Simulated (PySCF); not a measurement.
# C2H8BF2N: NMR shifts at several levels of theory, part 2 of 2

PySCF 2.14.0. Atoms count from 0.

**8. NMR shieldings: KT2/pcSseg-1**

Job settings and geometry (Å):

```
{"job": {"kind": "nmr", "xc": "KT2", "basis": "pcSseg-1", "pop": false}, "charge": 0, "multiplicity": 1}
N      1.460539     0.451305     0.337844
B      0.679780    -0.956695     0.072529
C     -0.801718    -0.633103    -0.535450
C     -1.422109     0.642133    -0.058107
F     -1.268313     0.806435     1.291703
F     -0.776971     1.717324    -0.626310
H      2.408732     0.275738     0.667305
H      1.501407     1.038586    -0.496302
H      0.961560     0.988763     1.050614
H      1.384209    -1.586457    -0.708077
H      0.644440    -1.484675     1.177812
H     -0.808784    -0.580694    -1.637318
H     -1.473907    -1.463633    -0.266617
H     -2.496764     0.769674    -0.276220
```

Method: GIAO KT2/pcSseg-1 NMR shielding, non-relativistic, gas phase.

The program printed:

```text
coarse grid: 11456 points
cycle   1  E = -365.3591175701  dE =  4.956e-01  |g| = 9.352e-01  |ddm| = 3.028e+00
cycle   2  E = -365.0944139655  dE =  2.647e-01  |g| = 1.568e+00  |ddm| = 1.796e+00
cycle   3  E = -365.5207482340  dE = -4.263e-01  |g| = 1.364e-01  |ddm| = 1.154e+00
cycle   4  E = -365.5243876359  dE = -3.639e-03  |g| = 6.047e-02  |ddm| = 1.802e-01
cycle   5  E = -365.5252339838  dE = -8.463e-04  |g| = 1.171e-02  |ddm| = 6.044e-02
cycle   6  E = -365.5252657724  dE = -3.179e-05  |g| = 3.645e-03  |ddm| = 1.413e-02
cycle   7  E = -365.5252682408  dE = -2.468e-06  |g| = 1.248e-03  |ddm| = 3.369e-03
final grid: 110800 points
cycle   8  E = -365.5984560253  dE = -2.001e-04  |g| = 3.561e-02  |ddm| = 5.761e-02
cycle   9  E = -365.5980011253  dE =  4.549e-04  |g| = 6.430e-02  |ddm| = 5.840e-02
cycle  10  E = -365.5986461607  dE = -6.450e-04  |g| = 1.527e-03  |ddm| = 3.931e-02
cycle  11  E = -365.5986466175  dE = -4.568e-07  |g| = 6.196e-04  |ddm| = 1.835e-03
cycle  12  E = -365.5986466932  dE = -7.564e-08  |g| = 1.578e-04  |ddm| = 5.124e-04
cycle  13  E = -365.5986466969  dE = -3.777e-09  |g| = 6.138e-05  |ddm| = 1.689e-04
cycle  14  E = -365.5986466976  dE = -7.026e-10  |g| = 1.095e-05  |ddm| = 5.008e-05
converged SCF energy = -365.5986466976

GIAO shielding tensors (ppm)
atom      isotropic    diamagn.    paramagn.     s11        s22        s33       span
  0 N      214.881     315.201    -100.320    201.826    215.702    227.114     25.288
  1 B      119.498     188.558     -69.060    104.553    116.743    137.199     32.646
  2 C      157.877     251.848     -93.971    145.377    149.647    178.606     33.228
  3 C       55.763     241.154    -185.391     32.496     66.947     67.845     35.350
  4 F      278.122     477.740    -199.618    169.534    306.567    358.264    188.730
  5 F      268.512     478.839    -210.326    156.925    304.998    343.614    186.688
  6 H       28.588      28.180       0.408     22.266     24.476     39.021     16.756
  7 H       28.417      30.531      -2.114     22.701     26.273     36.277     13.577
  8 H       27.605      30.984      -3.380     20.996     26.290     35.528     14.532
  9 H       28.703      29.371      -0.668     25.313     28.785     32.012      6.699
 10 H       28.527      29.594      -1.068     25.235     28.512     31.833      6.597
 11 H       29.962      30.863      -0.901     26.531     28.166     35.189      8.658
 12 H       29.911      30.143      -0.232     27.004     27.413     35.316      8.312
 13 H       24.686      27.452      -2.765     22.298     22.720     29.042      6.744
```

Wall time 19 s (1 thread of Arm Neoverse V1, shared host); peak memory 0.61 GiB.

This run: δ C3 127.5, C2 25.3, N0 49.4, B1 -19.6, H13 6.49, H6 2.98 ppm (means over like atoms).

**9. Nuclear shieldings: KT3/pcSseg-1**

The job, as its differences from that of step 8:

```diff
@@ -1,2 +1,2 @@
-{"job": {"kind": "nmr", "xc": "KT2", "basis": "pcSseg-1", "pop": false}, "charge": 0, "multiplicity": 1}
+{"job": {"kind": "nmr", "xc": "KT3", "basis": "pcSseg-1", "pop": false}, "charge": 0, "multiplicity": 1}
 N      1.460539     0.451305     0.337844
```

Level: GIAO KT3/pcSseg-1 NMR shielding, non-relativistic, gas phase.

The program printed:

```text
coarse grid: 11456 points
cycle   1  E = -364.9524795901  dE =  4.743e-01  |g| = 9.497e-01  |ddm| = 3.042e+00
cycle   2  E = -364.6883634129  dE =  2.641e-01  |g| = 1.569e+00  |ddm| = 1.864e+00
cycle   3  E = -365.1191885536  dE = -4.308e-01  |g| = 1.341e-01  |ddm| = 1.197e+00
cycle   4  E = -365.1227607496  dE = -3.572e-03  |g| = 6.017e-02  |ddm| = 1.815e-01
cycle   5  E = -365.1236039014  dE = -8.432e-04  |g| = 1.200e-02  |ddm| = 6.123e-02
cycle   6  E = -365.1236372483  dE = -3.335e-05  |g| = 3.520e-03  |ddm| = 1.380e-02
cycle   7  E = -365.1236395795  dE = -2.331e-06  |g| = 1.178e-03  |ddm| = 3.292e-03
final grid: 110800 points
cycle   8  E = -365.1877982707  dE = -2.135e-04  |g| = 3.362e-02  |ddm| = 6.138e-02
cycle   9  E = -365.1874778822  dE =  3.204e-04  |g| = 5.689e-02  |ddm| = 5.268e-02
cycle  10  E = -365.1879542691  dE = -4.764e-04  |g| = 2.946e-03  |ddm| = 3.483e-02
cycle  11  E = -365.1879562772  dE = -2.008e-06  |g| = 5.563e-04  |ddm| = 2.838e-03
cycle  12  E = -365.1879563400  dE = -6.286e-08  |g| = 1.646e-04  |ddm| = 6.098e-04
cycle  13  E = -365.1879563443  dE = -4.228e-09  |g| = 6.801e-05  |ddm| = 1.493e-04
cycle  14  E = -365.1879563450  dE = -7.701e-10  |g| = 1.224e-05  |ddm| = 5.786e-05
converged SCF energy = -365.1879563450

GIAO shielding tensors (ppm)
atom      isotropic    diamagn.    paramagn.     s11        s22        s33       span
  0 N      212.882     314.265    -101.383    201.349    213.271    224.025     22.677
  1 B      119.009     188.644     -69.635    104.713    116.549    135.765     31.052
  2 C      157.164     250.777     -93.613    145.608    149.151    176.733     31.125
  3 C       57.105     240.798    -183.693     34.147     68.120     69.049     34.903
  4 F      282.805     477.684    -194.879    176.500    315.127    356.787    180.286
  5 F      274.147     478.705    -204.558    164.522    313.600    344.320    179.798
  6 H       28.684      28.233       0.451     22.505     24.589     38.958     16.454
  7 H       28.477      30.660      -2.184     22.785     26.422     36.224     13.439
  8 H       27.670      31.129      -3.459     21.150     26.367     35.493     14.343
  9 H       28.966      29.624      -0.658     25.677     29.060     32.161      6.483
 10 H       28.804      29.923      -1.119     25.612     28.771     32.029      6.417
 11 H       30.129      30.939      -0.811     26.775     28.379     35.232      8.457
 12 H       30.078      30.195      -0.117     27.252     27.623     35.360      8.108
 13 H       24.878      27.494      -2.615     22.510     22.955     29.170      6.660
```

Wall time 19 s (1 thread of Arm Neoverse V1, shared host); peak memory 0.61 GiB.

This run: δ C3 125.2, C2 25.1, N0 49.1, B1 -18.5, H13 6.44, H6 3.04 ppm (means over like atoms).

**10. Nuclear shieldings: B97-D/pcSseg-1**

The job, as its differences from that of step 9:

```diff
@@ -1,2 +1,2 @@
-{"job": {"kind": "nmr", "xc": "KT3", "basis": "pcSseg-1", "pop": false}, "charge": 0, "multiplicity": 1}
+{"job": {"kind": "nmr", "xc": "B97-D", "basis": "pcSseg-1", "pop": false}, "charge": 0, "multiplicity": 1}
 N      1.460539     0.451305     0.337844
```

Method: GIAO B97-D/pcSseg-1 NMR shielding, non-relativistic, gas phase.

The program printed:

```text
coarse grid: 11456 points
cycle   1  E = -359.9103198101  dE =  4.366e-01  |g| = 8.759e-01  |ddm| = 3.057e+00
cycle   2  E = -359.6853957777  dE =  2.249e-01  |g| = 1.456e+00  |ddm| = 1.669e+00
cycle   3  E = -360.0569654392  dE = -3.716e-01  |g| = 1.273e-01  |ddm| = 1.035e+00
cycle   4  E = -360.0601125382  dE = -3.147e-03  |g| = 5.635e-02  |ddm| = 1.611e-01
cycle   5  E = -360.0608188997  dE = -7.064e-04  |g| = 1.071e-02  |ddm| = 5.301e-02
cycle   6  E = -360.0608445700  dE = -2.567e-05  |g| = 3.483e-03  |ddm| = 1.204e-02
cycle   7  E = -360.0608469043  dE = -2.334e-06  |g| = 1.106e-03  |ddm| = 3.087e-03
final grid: 110800 points
cycle   8  E = -360.0898203853  dE = -6.723e-05  |g| = 2.906e-02  |ddm| = 4.860e-02
cycle   9  E = -360.0895543786  dE =  2.660e-04  |g| = 5.084e-02  |ddm| = 4.446e-02
cycle  10  E = -360.0899384323  dE = -3.841e-04  |g| = 2.294e-03  |ddm| = 2.974e-02
cycle  11  E = -360.0899395659  dE = -1.134e-06  |g| = 5.097e-04  |ddm| = 2.051e-03
cycle  12  E = -360.0899396167  dE = -5.082e-08  |g| = 1.563e-04  |ddm| = 4.804e-04
cycle  13  E = -360.0899396205  dE = -3.811e-09  |g| = 4.736e-05  |ddm| = 1.312e-04
cycle  14  E = -360.0899396209  dE = -4.025e-10  |g| = 9.551e-06  |ddm| = 4.361e-05
converged SCF energy = -360.0899396209

GIAO shielding tensors (ppm)
atom      isotropic    diamagn.    paramagn.     s11        s22        s33       span
  0 N      211.454     314.615    -103.161    198.384    212.565    223.411     25.027
  1 B      116.937     186.787     -69.850    102.922    115.096    132.793     29.870
  2 C      154.382     250.468     -96.085    142.199    146.924    174.024     31.824
  3 C       50.178     239.860    -189.682     25.877     61.803     62.855     36.978
  4 F      286.670     477.030    -190.360    180.955    314.413    364.643    183.688
  5 F      278.170     478.052    -199.883    168.194    313.229    353.086    184.892
  6 H       28.832      28.264       0.568     22.693     24.721     39.081     16.387
  7 H       28.582      30.703      -2.120     22.866     26.581     36.300     13.435
  8 H       27.757      31.211      -3.454     21.228     26.474     35.569     14.341
  9 H       29.084      29.655      -0.572     25.785     29.197     32.269      6.484
 10 H       28.928      29.955      -1.028     25.719     28.900     32.164      6.445
 11 H       30.243      30.858      -0.614     26.898     28.532     35.300      8.402
 12 H       30.174      30.100       0.074     27.368     27.762     35.392      8.024
 13 H       24.873      27.257      -2.384     22.509     23.065     29.046      6.537
```

Wall time 19 s (1 thread of Arm Neoverse V1, shared host); peak memory 0.61 GiB.

In short: δ C3 129.0, C2 24.8, N0 49.4, B1 -18.7, H13 6.54, H6 3.02 ppm (means over like atoms).

**11. Shielding tensors: B3LYP/pcSseg-1**

The job, as its differences from that of step 10:

```diff
@@ -1,2 +1,2 @@
-{"job": {"kind": "nmr", "xc": "B97-D", "basis": "pcSseg-1", "pop": false}, "charge": 0, "multiplicity": 1}
+{"job": {"kind": "nmr", "xc": "B3LYP", "basis": "pcSseg-1", "pop": false}, "charge": 0, "multiplicity": 1}
 N      1.460539     0.451305     0.337844
```

Method: GIAO B3LYP/pcSseg-1 NMR shielding, non-relativistic, gas phase.

The program printed:

```text
coarse grid: 11456 points
cycle   1  E = -360.1495203500  dE =  5.033e-01  |g| = 7.895e-01  |ddm| = 3.003e+00
cycle   2  E = -360.0644415400  dE =  8.508e-02  |g| = 1.105e+00  |ddm| = 1.233e+00
cycle   3  E = -360.2700111674  dE = -2.056e-01  |g| = 8.805e-02  |ddm| = 6.736e-01
cycle   4  E = -360.2713681874  dE = -1.357e-03  |g| = 4.038e-02  |ddm| = 1.046e-01
cycle   5  E = -360.2717286736  dE = -3.605e-04  |g| = 6.451e-03  |ddm| = 3.519e-02
cycle   6  E = -360.2717376090  dE = -8.935e-06  |g| = 1.915e-03  |ddm| = 6.525e-03
final grid: 110800 points
cycle   7  E = -360.3192847967  dE = -5.644e-05  |g| = 7.530e-03  |ddm| = 2.900e-02
cycle   8  E = -360.3192742185  dE =  1.058e-05  |g| = 1.077e-02  |ddm| = 1.121e-02
cycle   9  E = -360.3192964634  dE = -2.224e-05  |g| = 7.721e-04  |ddm| = 6.421e-03
cycle  10  E = -360.3192965524  dE = -8.895e-08  |g| = 2.476e-04  |ddm| = 6.570e-04
cycle  11  E = -360.3192965617  dE = -9.338e-09  |g| = 5.752e-05  |ddm| = 1.610e-04
cycle  12  E = -360.3192965623  dE = -6.122e-10  |g| = 2.030e-05  |ddm| = 5.479e-05
converged SCF energy = -360.3192965623

GIAO shielding tensors (ppm)
atom      isotropic    diamagn.    paramagn.     s11        s22        s33       span
  0 N      213.483     314.715    -101.232    199.647    214.620    226.182     26.535
  1 B      116.809     185.195     -68.387    102.672    114.653    133.100     30.428
  2 C      154.512     249.897     -95.385    141.544    147.138    174.853     33.309
  3 C       49.552     238.787    -189.235     25.136     61.390     62.130     36.994
  4 F      294.394     477.179    -182.785    185.062    324.155    373.965    188.903
  5 F      286.122     478.214    -192.092    172.185    322.490    363.690    191.505
  6 H       28.819      28.179       0.640     22.533     24.583     39.341     16.808
  7 H       28.585      30.540      -1.955     22.751     26.491     36.512     13.761
  8 H       27.795      31.023      -3.228     21.160     26.428     35.797     14.637
  9 H       29.069      29.434      -0.364     25.706     29.098     32.404      6.699
 10 H       28.923      29.678      -0.755     25.661     28.826     32.281      6.620
 11 H       30.284      30.736      -0.452     26.861     28.458     35.532      8.671
 12 H       30.191      29.999       0.192     27.271     27.681     35.621      8.350
 13 H       25.058      27.224      -2.167     22.661     23.222     29.290      6.629
```

Run time: 12 s. Hardware: 1 thread of Arm Neoverse V1, shared host; peak memory 0.72 GiB.

Key values: δ C3 129.7, C2 24.7, N0 50.1, B1 -19.0, H13 6.33, H6 2.98 ppm (means over like atoms).

**12. Run by run: NMR shifts**

Shifts (ppm) of some atoms, chosen among heavy atoms and hydrogens apart, means over like atoms, with basis size and wall time:

```csv
run,C3,C2,H13,H9,N0,B1,F4,functions,time
HF/pcSseg-1,112.4,20.4,5.73,2.25,36.7,-14.2,-92.5,142,5.7 s
LDA/pcSseg-1,136.9,25.5,6.68,2.60,55.0,-23.9,-131.8,142,15 s
PBE/pcSseg-1,132.1,25.3,6.57,2.51,52.4,-22.1,-129.3,142,19 s
BLYP/pcSseg-1,133.8,26.4,6.58,2.44,55.3,-19.7,-127.6,142,19 s
BP86/pcSseg-1,132.2,25.0,6.57,2.49,50.3,-21.7,-131.5,142,19 s
OPBE/pcSseg-1,125.5,23.5,6.50,2.45,46.7,-22.3,-127.4,142,19 s
KT2/pcSseg-1,127.5,25.3,6.49,2.56,49.4,-19.6,-134.7,142,19 s
KT3/pcSseg-1,125.2,25.1,6.44,2.44,49.1,-18.5,-129.0,142,19 s
B97-D/pcSseg-1,129.0,24.8,6.54,2.40,49.4,-18.7,-127.6,142,19 s
B3LYP/pcSseg-1,129.7,24.7,6.33,2.39,50.1,-19.0,-118.3,142,12 s
```

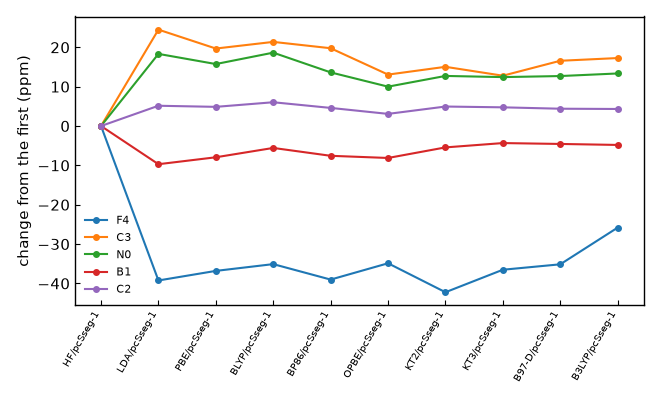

How five of the tabulated atoms move from run to run.

**13. What came out**

The summary covers parts 1 to 2.

| quantity | value |
| --- | --- |
| 13C shifts against TMS (HF/pcSseg-1) | 112.4, 20.4 ppm |
| 1H shifts against TMS (HF/pcSseg-1, means over atoms taken as alike) | 5.73, 3.08, 2.25, 0.98 ppm |
| 15N shifts against NH3 (HF/pcSseg-1) | 36.7 ppm |
| 11B shifts against BF3·OEt2 (HF/pcSseg-1) | -14.2 ppm |
| 19F shifts against CFCl3 (HF/pcSseg-1, means over atoms taken as alike) | -92.5 ppm |
| range of the shift of F4 (with its like atoms) | -134.7 to -92.5 ppm |

Single values in the summary come from the first sound run of each kind (HF/pcSseg-1), which need not be the best level. H13 (hydrogen on an sp3 CH bonded to 2 F) lies farthest downfield among hydrogen, at 5.73 ppm; its carbon carries F, hence the downfield position. At HF/pcSseg-1: The widest tensor belongs to F4, F5: span 185 ppm, with a paramagnetic part of -138 ppm. In ppm, F4 (with its like atoms) moves most: its shift spreads over 42.2 ppm, from -134.7 (KT2/pcSseg-1) to -92.5 (HF/pcSseg-1).
